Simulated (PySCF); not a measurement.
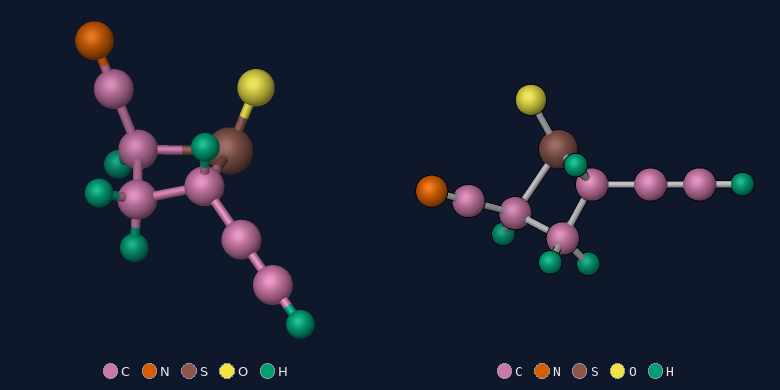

Both panels show the same species.

The geometry was computed by an optimisation with GFN2-xTB. No frequency run is at hand to confirm it as a minimum.

What does the picture show?

The molecule is C₆H₅NOS. Its SMILES string is `C#C[C@@H]1C[C@@H](C#N)[S@]1=O`. Independent rings (smallest set): 1 of 4 members. Among its groups: nitrile, alkyne, sulfoxide. The point group is C1. Coordination, clear cases only: 3 C linear; 1 C tetrahedral; 1 S trigonal pyramidal.

More results for the same structure follow; atom numbers are the same in all pictures, views and colours differ.

Shape

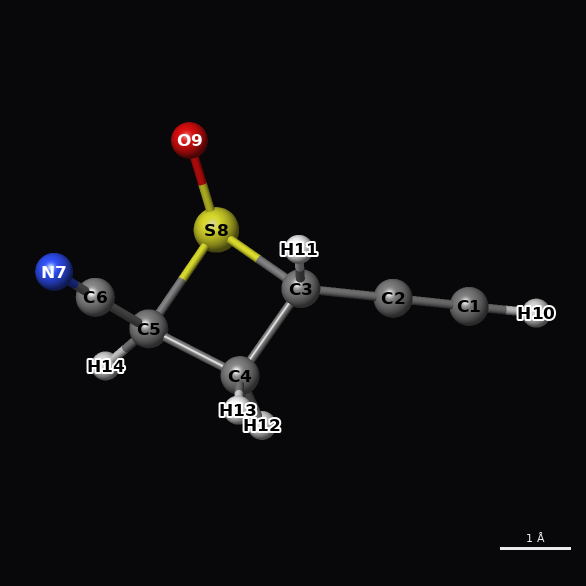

The atoms are numbered. No frequency run is at hand to confirm it as a minimum.

Which atoms are bonded, and how long are the bonds?

```json
{"bond": "C1–C2", "length (Å)": "1.198", "order": "triple"}
{"bond": "C1–H10", "length (Å)": "1.049", "order": "single"}
{"bond": "C2–C3", "length (Å)": "1.428", "order": "single"}
{"bond": "C3–C4", "length (Å)": "1.531", "order": "single"}
{"bond": "C3–S8", "length (Å)": "1.897", "order": "single"}
{"bond": "C3–H11", "length (Å)": "1.091", "order": "single"}
{"bond": "C4–C5", "length (Å)": "1.533", "order": "single"}
{"bond": "C4–H12", "length (Å)": "1.090", "order": "single"}
{"bond": "C4–H13", "length (Å)": "1.091", "order": "single"}
{"bond": "C5–C6", "length (Å)": "1.424", "order": "single"}
{"bond": "C5–S8", "length (Å)": "1.913", "order": "single"}
{"bond": "C5–H14", "length (Å)": "1.090", "order": "single"}
{"bond": "C6–N7", "length (Å)": "1.144", "order": "triple"}
{"bond": "S8–O9", "length (Å)": "1.448", "order": "double"}
```

Ring current

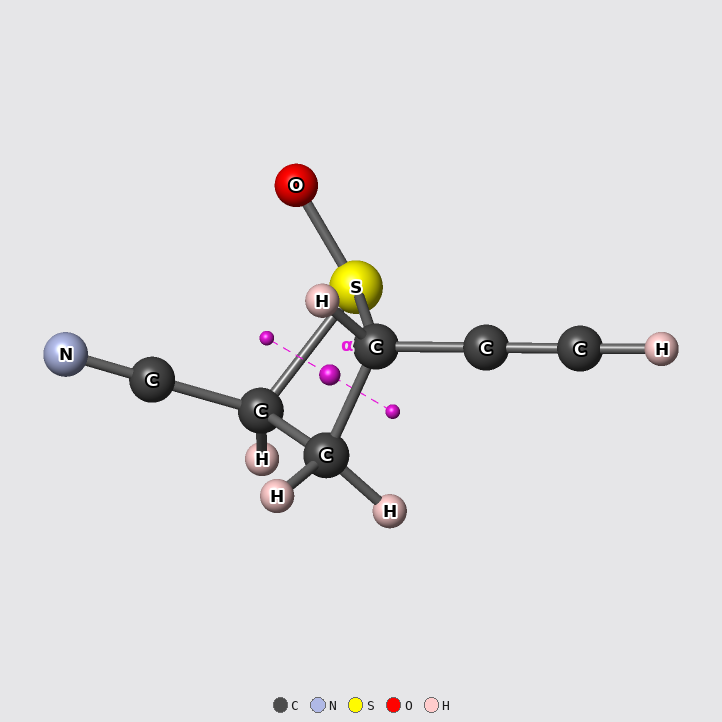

The small points mark where nucleus-independent chemical shifts (NICS) were computed: at the centre of each lettered ring and 1 Å above and below it. No frequency run is at hand to confirm it as a minimum. Properties computed with GIAO PBE0/pcSseg-1 NMR shielding, non-relativistic, gas phase (PySCF 2.14.0).

Give NICS(0), NICS(1) and the out-of-plane component NICS(1)zz for each ring (means of the two sides).

| ring | members | NICS(0) | NICS(1) | NICS(1)zz |
| --- | --- | --- | --- | --- |
| α | C3S | −3.7 | −2.0 | 2.1 |

Values in ppm.

Electronic properties

No frequency run is at hand to confirm it as a minimum. Level of theory: PBE0/pcSseg-1, gas phase (PySCF 2.14.0).

Predict the main results.

- dipole moment: 5.67 D
- HOMO energy (Kohn–Sham orbital): −7.43 eV
- LUMO energy (Kohn–Sham orbital): −1.15 eV
- HOMO–LUMO gap: 6.27 eV

Charges

The questions are on IAO charges. No frequency run is at hand to confirm it as a minimum. Level of theory: PBE0/pcSseg-1, gas phase (PySCF 2.14.0).

Which atom carries the highest charge (most positive or least negative)?

Answer. S8 (1.08 e).

And the lowest?

Answer. O9 (−0.82 e).

List the IAO charges.

| atom | value (e) |
| --- | --- |
| C1 | −0.22 |
| C2 | −0.04 |
| C3 | −0.27 |
| C4 | −0.26 |
| C5 | −0.31 |
| C6 | 0.13 |
| N7 | −0.22 |
| S8 | 1.08 |
| O9 | −0.82 |
| H10 | 0.21 |
| H11 | 0.19 |
| H12 | 0.16 |
| H13 | 0.17 |
| H14 | 0.19 |
